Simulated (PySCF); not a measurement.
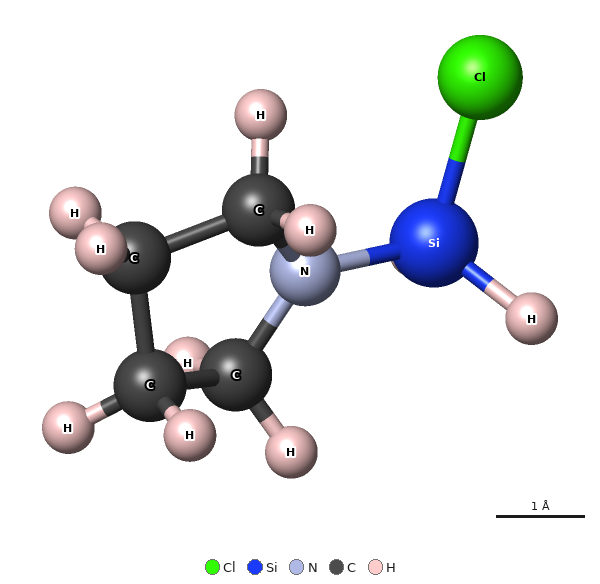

Fig. 1: The structure (ball-and-stick view, seen at a tilt).

# NMR shielding calculation, with input and output: C4H10ClNSi

The run: NMR shielding calculation of C4H10ClNSi, SMILES Cl[SiH2]N1CCCC1. Method and program: GIAO PBE0/pcSseg-1 NMR shielding, non-relativistic, gas phase (PySCF 2.14.0).

The geometry comes from this level: GFN2-xTB. It belongs to a series of runs on one base structure; here: H on Si replaced by N-pyrrolidinyl. Figures and captions count atoms from 1; the log counts them from 0 in places.

**Input file**
```
{"job": {"kind": "nmr", "xc": "PBE0", "basis": "pcSseg-1"}, "charge": 0, "multiplicity": 1}
Cl     2.724471     2.132533     0.697831
Si     2.329673     0.262433     0.065875
N      0.634004     0.117135    -0.033110
C     -0.357877     0.932716     0.652658
C     -1.685497     0.508416     0.034738
C     -1.460809    -0.982943    -0.197258
C     -0.008267    -1.023193    -0.667644
H      2.904412     0.076610    -1.265590
H      2.957698    -0.650457     1.030843
H     -0.360500     0.722133     1.730195
H     -0.143428     1.993074     0.513152
H     -2.531994     0.716283     0.685875
H     -1.835778     1.017639    -0.917835
H     -2.143913    -1.411223    -0.928064
H     -1.567413    -1.524891     0.743678
H      0.491069    -1.956976    -0.397190
H      0.047152    -0.917259    -1.758062
```

The first line tells a small driver script what to run in PySCF; the rest is the geometry in Å.

Launched with:
```bash
OMP_NUM_THREADS=1 python <driver script> task.json out
```

**The program's output**
```
coarse grid: 14856 points
cycle   1  E = -962.2832836819  dE =  8.439e-01  |g| = 4.070e-01  |ddm| = 3.683e+00
cycle   2  E = -962.2641345783  dE =  1.915e-02  |g| = 5.147e-01  |ddm| = 9.603e-01
cycle   3  E = -962.3244317854  dE = -6.030e-02  |g| = 6.935e-02  |ddm| = 5.810e-01
cycle   4  E = -962.3252643798  dE = -8.326e-04  |g| = 2.894e-02  |ddm| = 9.265e-02
cycle   5  E = -962.3254393434  dE = -1.750e-04  |g| = 6.613e-03  |ddm| = 3.541e-02
cycle   6  E = -962.3254483312  dE = -8.988e-06  |g| = 1.786e-03  |ddm| = 7.550e-03
final grid: 133216 points
cycle   7  E = -962.3636189707  dE = -3.425e-05  |g| = 9.380e-03  |ddm| = 2.735e-02
cycle   8  E = -962.3636055091  dE =  1.346e-05  |g| = 1.192e-02  |ddm| = 1.858e-02
cycle   9  E = -962.3636406653  dE = -3.516e-05  |g| = 7.987e-04  |ddm| = 1.094e-02
cycle  10  E = -962.3636407561  dE = -9.076e-08  |g| = 3.723e-04  |ddm| = 1.010e-03
cycle  11  E = -962.3636407836  dE = -2.749e-08  |g| = 4.189e-05  |ddm| = 3.510e-04
cycle  12  E = -962.3636407840  dE = -3.477e-10  |g| = 1.260e-05  |ddm| = 7.108e-05
```

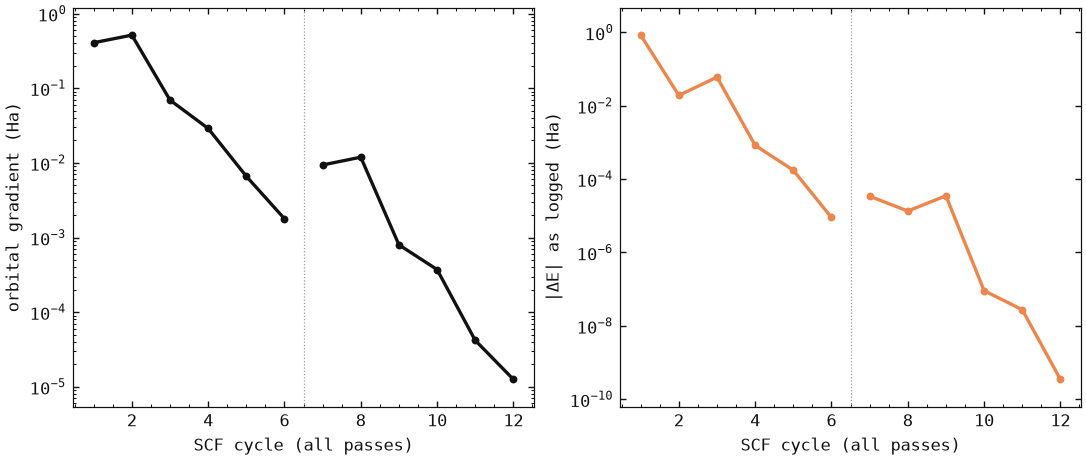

Fig. 2: Convergence of the self-consistent field: orbital gradient and size of the energy change against the SCF cycle. The dotted line marks the change from a coarse to the final integration grid. The first 6 cycles use a coarse grid, the final grid takes over at cycle 7, and the field converges after 12 cycles in all.

```
converged SCF energy = -962.3636407840

GIAO shielding tensors (ppm)
atom      isotropic    diamagn.    paramagn.     s11        s22        s33       span
  0 Cl     984.070    1148.666    -164.595    899.523    995.915   1056.772    157.248
  1 Si     375.783     879.184    -503.401    346.067    359.149    422.131     76.065
  2 N      237.199     330.171     -92.971    155.135    258.116    298.347    143.213
  3 C      136.230     242.813    -106.583    106.706    137.974    164.009     57.304
  4 C      156.916     249.125     -92.210    138.359    164.620    167.768     29.410
  5 C      155.166     249.375     -94.209    130.186    165.279    170.033     39.847
  6 C      139.470     243.083    -103.613    111.350    136.353    170.707     59.357
  7 H       26.245      28.636      -2.391     22.130     24.679     31.926      9.796
  8 H       26.118      28.342      -2.224     21.799     24.445     32.111     10.313
  9 H       28.691      30.332      -1.641     22.954     27.439     35.681     12.728
 10 H       28.093      30.244      -2.151     21.552     29.594     33.134     11.583
 11 H       29.883      29.505       0.378     25.462     26.852     37.333     11.871
 12 H       30.006      30.618      -0.612     25.326     27.663     37.030     11.703
 13 H       29.707      29.434       0.273     25.220     26.665     37.234     12.014
 14 H       29.876      30.566      -0.690     25.274     27.540     36.815     11.541
 15 H       28.719      29.913      -1.194     23.463     27.591     35.104     11.641
 16 H       28.568      30.154      -1.586     22.787     26.768     36.147     13.359
```

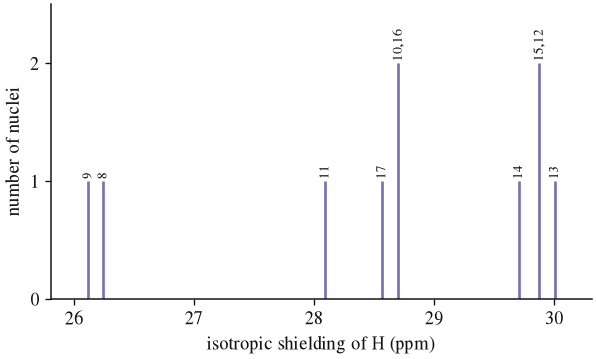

Fig. 3: Isotropic shieldings of the hydrogen nuclei in this fixed geometry, labelled by atom number; shielding grows to the right, so chemical shift grows to the left. The least shielded is H9 (26.1 ppm), the most shielded H13 (30.0 ppm).

**Key numbers**

| quantity | value |
| --- | --- |
| outcome | converged |
| total energy | −962.363641 hartree |
| HOMO | −6.31 eV |
| LUMO | 0.63 eV |
| dipole moment | 2.46 D |
| isotropic shielding, Cl | 984.1 ppm |
| isotropic shielding, Si | 375.8 ppm |
| isotropic shielding, N | 237.2 ppm |
| isotropic shielding, C | 136.2 to 156.9 ppm |
| isotropic shielding, H | 26.1 to 30.0 ppm |
| hardware | 1 CPU thread, shared host |
| wall time | 30 s |
| peak memory | 0.83 GiB |
